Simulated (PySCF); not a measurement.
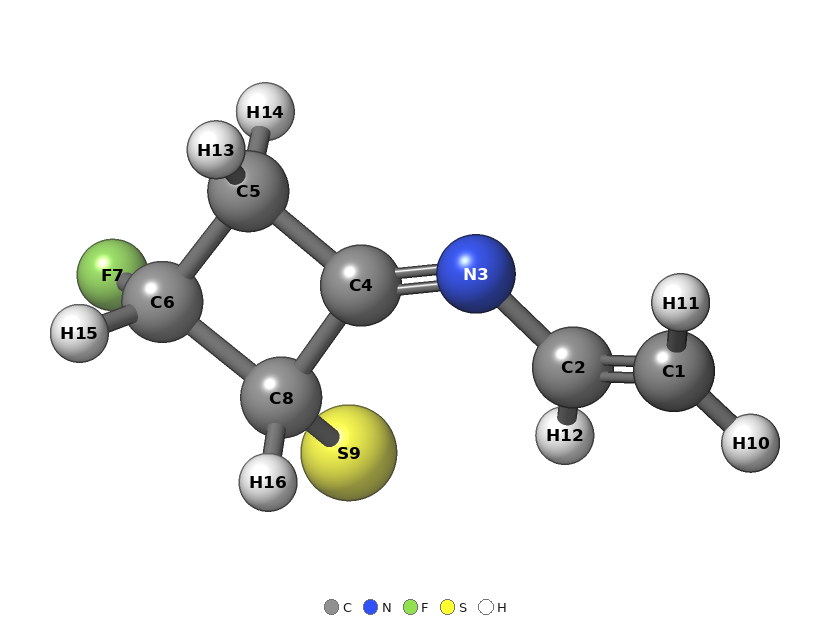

Charge 0, doublet. The computed structure is the end point of a GFN2-xTB optimisation. No frequency run is at hand to confirm it as a minimum. Method: UKS B3LYP, pcH-1 on C F H N S, non-relativistic (PySCF 2.14.0). The run warned: orbitally degenerate or nearly so: second-order g, spin-orbit hyperfine and D do not apply. Fermi-contact and spin-dipolar terms alone, no spin-orbit part.

Which nucleus has the largest dipolar (anisotropic) hyperfine coupling?

33S at S9: principal values −79.1, −78.4, 157.4 MHz.

List the isotropic and dipolar parts for the most strongly coupled nuclei, one of each equivalent set.

```
atom  isotope  a_iso (MHz)   dipolar part (MHz)
  S9      33S         14.0  −79.1, −78.4, 157.4
  C4      13C         14.8     −9.7, −5.9, 15.6
  F7      19F         −1.4      −5.9, −3.0, 8.9
  C8      13C        −10.7      −5.5, −3.3, 8.8
  N3      14N          8.3      −4.3, −3.7, 8.0
 H12       1H         11.8      −5.0, −2.7, 7.7
 H16       1H         36.9      −4.0, −2.6, 6.6
  C1      13C          5.0      −3.2, −2.6, 5.8
```
